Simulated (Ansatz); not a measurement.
Geometry relaxation, with input and output: Al₁₈W (part 2 of 3)

Continued. System: Al₁₈W (slab, 19 atoms in the cell). Method: DFT PBE-D3(BJ), scalar-relativistic, plane waves, PAW, PAW set soft_1, no spin polarisation (Ansatz 0.2.0); cutoff 420 eV, 4×3×1 k-mesh, Gaussian smearing of 0.1 eV. The input holds or restrains some coordinates. Forces given for the steps count only the free coordinates. It belongs to a series of runs on one base structure; here: end point B relaxed.

Geometry of the input (Å; fractional positions):
```
5.7276  0.0000  0.0000
4.2957  7.4403  0.0000
0.0000  0.0000  17.6765
Al 0.1667  0.1111  0.0566
Al 0.6667  0.1111  0.0566
Al 0.1667  0.4444  0.0566
Al 0.6667  0.4444  0.0566
Al 0.1667  0.7778  0.0566
Al 0.6667  0.7778  0.0566
Al -0.1667  0.2222  0.1889
Al 0.3333  0.2222  0.1889
Al -0.1667  0.5556  0.1889
Al 0.3333  0.5556  0.1889
Al -0.1667  0.8889  0.1889
Al 0.3333  0.8889  0.1889
Al 0.0000  0.0000  0.3211
Al 0.5000  0.0000  0.3211
Al -0.0000  0.3333  0.3211
Al 0.5000  0.3333  0.3211
Al -0.0000  0.6667  0.3211
Al 0.5000  0.6667  0.3211
W  0.1667  1.1111  0.4563
```

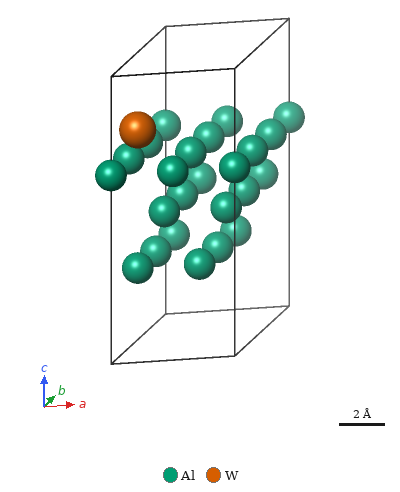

Figure 1. The geometry at step 4 of the log (spheres-only view of the cell of the calculation, with the vacuum cut short, seen slightly off an axis).

```
NSCF: frozen V_eff on 7 k-points
the band table was solved once a step of the walk had ended and its energy, with any forces and stress, was formed, with the checks that follow a solve (2890 applications of the Hamiltonian). They found nothing against the state; the energy, forces and stress were not computed again (output.eigenvalues in the input reference)
WARN: The output density's exchange-correlation potential varies sharply where the density is thin. Do not read a vacuum level from v_tot or v_xc, or from such a field of the output density. On a cell that repeats whose density bears no net charge and no dipole along the vacuum's axis use v_es (v_loc + v_h of the components); under efield.dipole_correction with no amplitude use v_es + v_field, which holds any external_charges[].barrier, or the levels of the report's work_function block, which leave it out; under a non-zero efield.amplitude the vacuum is tilted and has no level; on a cell that repeats and bears such a dipole with no correction it is tilted too, and efield.dipole_correction with no amplitude gives each side of its ramp a level where efield: is served; in a cell that repeats whose density bears a net charge (total_charge, or a fill off its count) it is curved and has none; of a slab under crystal.periodic whose density bears no net charge use v_es, which has a level on each side, short of where the two are joined; of another it falls or rises all the way out and has none; of a slab beside external_charges read slab_vacuum_level instead, which it has where they leave it neutral. The grid or the basis barely resolves most such structure, and the values can differ between equally converged runs; as a rule a tighter scf.convergence.dr2_threshold does not remove it. Where the density itself ripples (under the LDA too) a higher basis.ecutwfc lessens it. The files hold the spikes' plane waves up to the density's cutoff. Files: v_tot_of_output_density and the like, and their columns of v_z.tsv (output.write_potential); v_xc_of_output_density and the like, and their columns of v_comp_z.tsv (output.write_potential_components). Measured: with its Gaussian average of σ = 0.25 Å subtracted twice, the exchange-correlation potential is over 0.1 eV at 7581 of the grid points where the equally averaged density (valence and model cores) is under 1e-3 e/Å³, and 1.14 eV at the most among them, at an averaged density of 1.2e-6 e/Å³. The input density's (outcome.potential() and, of a run that writes arrays, v_tot and v_xc) is over 0.1 eV, so measured, at 7139 points of its own thin density, 1.15 eV at the most. See output.write_potential in the manual, Limitations
Free energy (F): -20056.965866 eV
Harris-Foulkes:  -20056.965866 eV  (|F-HF|=1.60e-9)
Internal energy: -20056.917866 eV  (E = F + TS)
E sigma→0 (E₀):  -20056.941866 eV
Entropy (-TS):   -0.048000 eV (-2.526 meV/atom)
Fermi energy:    1.380792 eV
--- Per-component energies (eV) ---
  E_band       = -507.599552
  E_kinetic    = 811.036609
  E_local      = -9931.302986  (includes V_loc(G=0)·N_el)
  E_nonlocal   = 160.093199
[...]
  E_hartree    = 4708.139068
  E_xc         = -932.307989
  E_vxc        = -737.608203  (∫ρ·V_xc dr)
  E_paw        = -17027.749838  (= ΣΔE_a)
  E_vpaw       = -226.099147  (= ΣTr[D̂ρ^β])
  E_aug_tail   = 0.000117  (compensation charges beyond the density's cutoff)
  E_ewald      = 2159.780255
  E_disp       = -4.606302  (pairwise vdW)
  E_smearing   = -0.048000  (= −TS)
  E_closure    = -0.000000  (closes the sum)
  Σ components = -20056.965866   (vs F -20056.965866, Δ=0.00e0)
--- Forces (eV/Å), atoms counted from 1 ---
  atom   1  Al     0.02022108    -0.08447806    -0.01319440
  atom   2  Al     0.01815384     0.03232971     0.01885846
  atom   3  Al     0.08196809     0.02796373    -0.05449442
  atom   4  Al    -0.10293751    -0.00820294     0.01219772
  atom   5  Al     0.10586554    -0.04257463     0.06632773
  atom   6  Al    -0.11178356     0.07936335    -0.02956271
  atom   7  Al    -0.00372163    -0.00238158    -0.00350819
  atom   8  Al    -0.00026888     0.00100389     0.00736677
  atom   9  Al    -0.00329209     0.00014368    -0.00296533
  atom  10  Al     0.00125020    -0.00400576    -0.00167657
  atom  11  Al     0.00029753     0.00418980    -0.00349039
  atom  12  Al    -0.00329155    -0.00216794    -0.00756991
  atom  13  Al     0.01650435    -0.00483555    -0.00602692
  atom  14  Al    -0.00446605    -0.00592209     0.00564857
  atom  15  Al    -0.00518512    -0.00236051    -0.00354773
  atom  16  Al    -0.00788543     0.00873429     0.00138938
  atom  17  Al    -0.00619988     0.00359855     0.01670333
  atom  18  Al    -0.00115600     0.00132439    -0.00209094
  atom  19  W      0.00585550    -0.00183629    -0.00046921
  max |Σ_I F_I| component: 1.14e-4 eV/Å
--- Band table (eV; the first three rows and the last of 7) ---
  k-point 0: bands = ["-71.9148", "-36.3295", "-36.1734", "-36.1150", "-9.0843", "-7.4412", "-6.4509", "-6.4293", "-4.9700", "-4.8594", "-4.7943", "-4.5751", "-4.4452", "-3.2640", "-3.2551", "-3.0162", "-2.8419", "-2.4416", "-2.3466", "-1.9839", "-1.8579", "-1.5427", "-0.9389", "-0.8526", "-0.6087", "-0.3009", "0.0819", "0.1489", "0.3109", "0.6133", "0.7262", "0.7754", "0.8629", "1.0651", "1.4099", "1.4816", "1.7486", "1.8768", "2.1028", "2.2181", "2.4005", "2.9406", "3.0061", "3.1051", "3.1360", "3.2168", "3.5314", "3.7976", "3.9199", "4.0213", "4.2658", "4.3365", "4.5364"]
  k-point 1: bands = ["-71.9148", "-36.3295", "-36.1734", "-36.1150", "-8.7946", "-7.8996", "-7.1387", "-6.2588", "-4.6833", "-4.6380", "-4.4469", "-4.2343", "-3.8278", "-3.7302", "-3.1173", "-2.8998", "-2.7169", "-2.4813", "-2.2869", "-1.9373", "-1.7706", "-1.6709", "-1.1007", "-0.9050", "-0.7531", "-0.6439", "-0.4120", "-0.3427", "-0.0995", "0.1005", "0.4683", "0.8067", "0.9658", "1.2052", "1.3616", "1.5290", "1.7097", "1.9574", "2.2042", "2.3352", "2.5714", "2.6629", "2.8098", "2.9770", "3.1002", "3.3429", "3.5841", "3.7740", "3.9048", "4.5856", "4.6782", "4.8876", "4.9348"]
  k-point 2: bands = ["-71.9148", "-36.3295", "-36.1734", "-36.1150", "-8.7125", "-7.1312", "-6.9912", "-6.1050", "-5.7490", "-5.4258", "-5.1062", "-4.5718", "-4.4810", "-4.1334", "-3.5312", "-2.9438", "-2.2586", "-2.0638", "-1.7612", "-1.6259", "-1.3367", "-1.1878", "-0.8795", "-0.5536", "-0.3281", "-0.1904", "-0.0789", "0.0232", "0.3223", "0.4278", "0.6588", "0.8143", "1.0451", "1.2345", "1.3105", "1.5133", "1.7219", "1.8065", "1.9661", "2.1788", "2.4934", "2.5836", "2.9237", "3.0768", "3.4302", "3.5577", "3.8481", "4.0605", "4.1663", "4.4915", "4.5880", "4.6552", "4.8575"]
  k-point 6: bands = ["-71.9148", "-36.3295", "-36.1734", "-36.1150", "-7.9713", "-7.7405", "-6.6518", "-6.3380", "-6.0948", "-5.5501", "-5.1576", "-4.9872", "-3.9987", "-3.8424", "-3.6457", "-3.5712", "-3.5140", "-2.5663", "-2.1129", "-1.5546", "-1.2512", "-0.9289", "-0.6371", "-0.5725", "-0.0735", "0.1991", "0.4720", "0.5580", "0.6967", "0.8289", "1.1460", "1.2042", "1.5061", "1.5906", "1.6330", "1.9167", "2.0657", "2.2324", "2.3868", "2.5633", "2.6328", "2.7669", "2.9374", "2.9568", "3.4109", "3.6280", "3.6824", "3.8997", "4.1438", "4.2502", "4.4544", "4.5773", "4.7126"]
--- Relaxed structure (18 steps of the walk, 18 accepted, 0 SCFs on fresh bases) ---
  F+E_penalty+E_count = -20056.96586599 eV   max|allowed force component| = 1.670e-2 eV/Å
  atoms:
    - { symbol: Al, position: [0.16666666000000002, 0.11111110999999999, 0.05657216999999999] }
    - { symbol: Al, position: [0.6666666500000001, 0.11111110999999999, 0.05657216999999999] }
    - { symbol: Al, position: [0.16666664000000014, 0.44444444999999994, 0.05657216999999999] }
    - { symbol: Al, position: [0.6666666300000001, 0.44444444999999994, 0.05657216999999999] }
    - { symbol: Al, position: [0.1666666200000001, 0.7777777899999999, 0.05657216999999999] }
    - { symbol: Al, position: [0.6666666100000003, 0.7777777899999999, 0.05657216999999999] }
    - { symbol: Al, position: [-0.17491371887003915, 0.21904880488628245, 0.1900235009282297] }
    - { symbol: Al, position: [0.32373105771093846, 0.22282212784915942, 0.19083032321174082] }
    - { symbol: Al, position: [-0.17443387744177907, 0.5589789785292651, 0.18376614833423588] }
    - { symbol: Al, position: [0.3256674407294121, 0.5552436982412299, 0.18725293069257692] }
    - { symbol: Al, position: [-0.16111599282257094, 0.8873051932529892, 0.1878494387381646] }
    - { symbol: Al, position: [0.3302590600344716, 0.8926217907560271, 0.18947626881413143] }
    - { symbol: Al, position: [0.060828707067324475, 0.030461834520142658, 0.3413907470970852] }
    - { symbol: Al, position: [0.5795246010978247, -0.022167333893688326, 0.32113122414834316] }
    - { symbol: Al, position: [-0.06823028005666446, 0.3711176499485883, 0.31041488637564757] }
    - { symbol: Al, position: [0.49063610591018886, 0.33221392895853424, 0.3229534393364969] }
    - { symbol: Al, position: [0.01160730305354929, 0.656768468381161, 0.3198636729378238] }
    - { symbol: Al, position: [0.4733483790937699, 0.6822517685790264, 0.3148809316169316] }
    - { symbol: W, position: [0.2645398426636155, 1.211302046938854, 0.40911702111396925] }
```

Trajectory as extended XYZ (Å, eV, eV/Å), 18 frames, from step=1 to step=18
```
19
Lattice="5.7276 0.0000 0.0000 4.2957 7.4403 0.0000 0.0000 0.0000 17.6765" Properties=species:S:1:pos:R:3:forces:R:3 step=1 energy=-20054.69435
Al    1.4319    0.8267    1.0000    0.0043   0.0283   0.0463
Al    4.2957    0.8267    1.0000    0.0252   0.0186   0.1115
Al    2.8638    3.3068    1.0000    0.0044   0.0133   0.0587
Al    5.7276    3.3068    1.0000    0.0175   0.0185   0.0693
Al    4.2957    5.7869    1.0000    0.0308  -0.0369   0.0278
Al    7.1595    5.7869    1.0000   -0.0294  -0.0082   0.0361
Al    0.0000    1.6534    3.3383    0.0355  -0.0373   0.0240
Al    2.8638    1.6534    3.3383   -0.0375  -0.0204   0.0324
Al    1.4319    4.1335    3.3383    0.0246  -0.0088   0.0265
Al    4.2957    4.1335    3.3383   -0.0440   0.0096  -0.0399
Al    2.8638    6.6136    3.3383   -0.0015  -0.0164   0.0695
Al    5.7276    6.6136    3.3383    0.0095   0.0055   0.1011
Al    0.0000    0.0000    5.6765    0.3665   0.1755   1.1342
Al    2.8638    0.0000    5.6765   -0.3732   0.1878   1.1423
Al    1.4319    2.4801    5.6765   -0.0236  -0.3542   1.1634
Al    4.2957    2.4801    5.6765   -0.0209  -0.0159   0.1909
Al    2.8638    4.9602    5.6765   -0.0054  -0.0140  -0.1022
Al    5.7276    4.9602    5.6765   -0.0196   0.0611   0.0572
W     5.7276    8.2670    8.0665    0.0372  -0.0058  -4.1506
19
Lattice="5.7276 0.0000 0.0000 4.2957 7.4403 0.0000 0.0000 0.0000 17.6765" Properties=species:S:1:pos:R:3:forces:R:3 step=2 energy=-20055.60103
Al    1.4319    0.8267    1.0000    0.0027   0.0232   0.0443
Al    4.2957    0.8267    1.0000    0.0280   0.0172   0.1047
Al    2.8638    3.3068    1.0000    0.0007   0.0105   0.0549
Al    5.7276    3.3068    1.0000    0.0222   0.0267   0.0663
Al    4.2957    5.7869    1.0000    0.0371  -0.0309   0.0221
Al    7.1595    5.7869    1.0000   -0.0380  -0.0140   0.0379
Al    0.0021    1.6512    3.3427    0.0291  -0.0277   0.0568
Al    2.8614    1.6520    3.3432   -0.0272  -0.0237   0.0604
Al    1.4328    4.1321    3.3413    0.0070  -0.0272   0.0612
Al    4.2936    4.1336    3.3367   -0.0311   0.0081  -0.0280
Al    2.8637    6.6138    3.3450   -0.0013   0.0157   0.1145
Al    5.7281    6.6144    3.3463    0.0142   0.0005   0.1112
Al    0.0072    0.0027    5.7197    0.2123   0.1090   0.8616
Al    2.8562    0.0033    5.7199   -0.2300   0.1295   0.8660
Al    1.4304    2.4750    5.7210   -0.0232  -0.2066   0.8482
Al    4.2944    2.4793    5.6886   -0.0182  -0.0318   0.1988
Al    2.8633    4.9596    5.6717   -0.0087  -0.0049  -0.0943
Al    5.7264    4.9631    5.6808   -0.0145   0.0496   0.0557
W     5.7297    8.2667    7.8716    0.0387  -0.0231  -3.4459
19
Lattice="5.7276 0.0000 0.0000 4.2957 7.4403 0.0000 0.0000 0.0000 17.6765" Properties=species:S:1:pos:R:3:forces:R:3 step=3 energy=-20055.92309
Al    1.4319    0.8267    1.0000    0.0064   0.0255   0.0035
Al    4.2957    0.8267    1.0000    0.0136   0.0096   0.0433
Al    2.8638    3.3068    1.0000    0.0086   0.0186   0.0444
Al    5.7276    3.3068    1.0000    0.0156   0.0408   0.0268
Al    4.2957    5.7869    1.0000    0.0307  -0.0536   0.0142
Al    7.1595    5.7869    1.0000   -0.0378  -0.0208  -0.0009
Al   -0.0054    1.6499    3.3210   -0.0289   0.0196   0.0007
Al    2.8607    1.6528    3.3212    0.0340   0.0128   0.0113
Al    1.4260    4.1354    3.3362    0.0070   0.0095  -0.0271
Al    4.2895    4.1266    3.3450   -0.0222   0.0005  -0.0292
Al    2.8612    6.6049    3.3287   -0.0045  -0.0182  -0.0219
Al    5.7252    6.6065    3.3191    0.0083  -0.0400   0.0415
Al   -0.0219   -0.0181    5.6069    0.3239   0.2161   0.9035
Al    2.8713   -0.0145    5.6072   -0.3555   0.2332   0.9235
Al    1.4161    2.5218    5.6095    0.0023  -0.4263   0.9157
Al    4.2844    2.4818    5.7585   -0.0309  -0.1524   0.1511
Al    2.8566    4.9518    5.6504    0.0057   0.0131  -0.0523
Al    5.7140    4.9690    5.6994   -0.0254   0.1258   0.0438
W     5.7211    8.2757    7.6720    0.0493  -0.0138  -2.9940
19
Lattice="5.7276 0.0000 0.0000 4.2957 7.4403 0.0000 0.0000 0.0000 17.6765" Properties=species:S:1:pos:R:3:forces:R:3 step=4 energy=-20056.34106
Al    1.4319    0.8267    1.0000    0.0074   0.0113   0.0464
Al    4.2957    0.8267    1.0000    0.0151   0.0031   0.0344
Al    2.8638    3.3068    1.0000    0.0101   0.0107   0.0714
Al    5.7276    3.3068    1.0000    0.0177   0.0417   0.0265
Al    4.2957    5.7869    1.0000    0.0377  -0.0410   0.0372
Al    7.1595    5.7869    1.0000   -0.0417  -0.0159   0.0068
Al   -0.0063    1.6514    3.3259   -0.0018   0.0179   0.0070
Al    2.8628    1.6529    3.3265    0.0120   0.0097   0.0198
Al    1.4262    4.1326    3.3402    0.0118  -0.0407   0.0525
Al    4.2881    4.1272    3.3434   -0.0312   0.0113  -0.0095
Al    2.8610    6.6075    3.3364    0.0029   0.0270   0.0833
Al    5.7263    6.6048    3.3272    0.0096  -0.0236   0.0232
Al   -0.0095   -0.0073    5.6642   -0.3922  -0.1964  -0.1526
Al    2.8563   -0.0021    5.6658    0.3967  -0.1988  -0.1945
Al    1.4165    2.5016    5.6651   -0.0075   0.4268  -0.1975
Al    4.2825    2.4688    5.7728   -0.0248  -0.1054   0.1406
Al    2.8569    4.9532    5.6472   -0.0058   0.0085  -0.0650
Al    5.7127    4.9776    5.7036   -0.0109   0.0708   0.0309
W     5.7260    8.2734    7.4736   -0.0050  -0.0170   0.0432
19
Lattice="5.7276 0.0000 0.0000 4.2957 7.4403 0.0000 0.0000 0.0000 17.6765" Properties=species:S:1:pos:R:3:forces:R:3 step=5 energy=-20056.43637
Al    1.4319    0.8267    1.0000    0.0249   0.0284   0.0254
Al    4.2957    0.8267    1.0000   -0.0181   0.0086  -0.0643
Al    2.8638    3.3068    1.0000    0.0272   0.0015   0.0526
Al    5.7276    3.3068    1.0000   -0.0070   0.0404  -0.0240
Al    4.2957    5.7869    1.0000    0.0200  -0.0774   0.0195
Al    7.1595    5.7869    1.0000   -0.0358  -0.0110  -0.0726
Al   -0.0276    1.6635    3.3015    0.0109   0.0000  -0.0297
Al    2.8690    1.6628    3.3072   -0.0003  -0.0085  -0.0269
Al    1.4134    4.1366    3.3249    0.0045   0.0067  -0.0298
Al    4.2758    4.1166    3.3585    0.0145   0.0060   0.0144
Al    2.8538    6.5964    3.3006   -0.0015  -0.0081  -0.0612
Al    5.7172    6.5899    3.2929   -0.0062   0.0019  -0.0238
Al   -0.0809   -0.0385    5.5439   -0.0157  -0.0197   0.0231
Al    2.8848   -0.0378    5.5402    0.0143  -0.0530   0.0188
Al    1.3872    2.5677    5.5489   -0.0237   0.0699   0.0875
Al    4.2516    2.4164    5.9155   -0.0302  -0.1124   0.0659
Al    2.8427    4.9356    5.6106    0.0147  -0.0031   0.0228
Al    5.6772    5.0131    5.7320    0.0044   0.0630   0.0212
W     5.7075    8.2723    7.3116    0.0029   0.0667  -0.0202
19
Lattice="5.7276 0.0000 0.0000 4.2957 7.4403 0.0000 0.0000 0.0000 17.6765" Properties=species:S:1:pos:R:3:forces:R:3 step=6 energy=-20056.46954
Al    1.4319    0.8267    1.0000    0.0370   0.0294   0.0081
Al    4.2957    0.8267    1.0000   -0.0306   0.0128  -0.0818
Al    2.8638    3.3068    1.0000    0.0233  -0.0084   0.0620
Al    5.7276    3.3068    1.0000   -0.0094   0.0352  -0.0305
Al    4.2957    5.7869    1.0000    0.0329  -0.0793   0.0124
Al    7.1595    5.7869    1.0000   -0.0519   0.0022  -0.1010
Al   -0.0260    1.6673    3.2955   -0.0214  -0.0041  -0.0192
Al    2.8627    1.6653    3.3185    0.0350  -0.0168   0.0071
Al    1.4171    4.1450    3.3201    0.0093   0.0001  -0.0100
Al    4.2818    4.1117    3.3867    0.0082  -0.0365   0.0230
Al    2.8540    6.5939    3.2827   -0.0023   0.0220   0.0094
Al    5.7112    6.5882    3.2811    0.0102   0.0268   0.0038
Al   -0.0887   -0.0267    5.5264    0.0061   0.0214  -0.0092
Al    2.8742   -0.0612    5.5217   -0.0357  -0.0433   0.0058
Al    1.3363    2.6333    5.5525   -0.0816   0.0121  -0.0064
Al    4.1773    2.3381    6.0839   -0.0829  -0.0743   0.0685
Al    2.8484    4.9357    5.6256    0.0118   0.0081  -0.0002
Al    5.6532    5.0463    5.7691    0.0144  -0.0118  -0.0159
W     5.7081    8.3212    7.2793    0.1278   0.1044   0.0740
19
Lattice="5.7276 0.0000 0.0000 4.2957 7.4403 0.0000 0.0000 0.0000 17.6765" Properties=species:S:1:pos:R:3:forces:R:3 step=7 energy=-20056.53191
Al    1.4319    0.8267    1.0000    0.0563   0.0267  -0.0044
Al    4.2957    0.8267    1.0000   -0.0402   0.0038  -0.0893
Al    2.8638    3.3068    1.0000    0.0180  -0.0161   0.0647
Al    5.7276    3.3068    1.0000   -0.0074   0.0354  -0.0407
Al    4.2957    5.7869    1.0000    0.0516  -0.0766   0.0360
Al    7.1595    5.7869    1.0000   -0.0650   0.0209  -0.1002
Al   -0.0278    1.6652    3.2867    0.0029  -0.0145  -0.0300
Al    2.8667    1.6592    3.3366    0.0121  -0.0056   0.0187
Al    1.4261    4.1500    3.3120    0.0153  -0.0048  -0.0065
Al    4.2901    4.0952    3.4106   -0.0040  -0.0155  -0.0070
Al    2.8620    6.5981    3.2830    0.0197   0.0119   0.0237
Al    5.7125    6.5941    3.2778    0.0021   0.0083   0.0069
Al   -0.0722    0.0014    5.5333    0.0163   0.0420  -0.0030
Al    2.8670   -0.0922    5.5179   -0.0581  -0.0418   0.0405
Al    1.2734    2.6837    5.5486   -0.1144  -0.0638  -0.0194
Al    4.0837    2.2625    6.2381   -0.2440  -0.0648   0.1250
Al    2.8585    4.9361    5.6331    0.0041   0.0058  -0.0010
Al    5.6376    5.0578    5.7781    0.0039  -0.0232  -0.0381
W     5.7452    8.3881    7.2757    0.3309   0.1719   0.0243
```
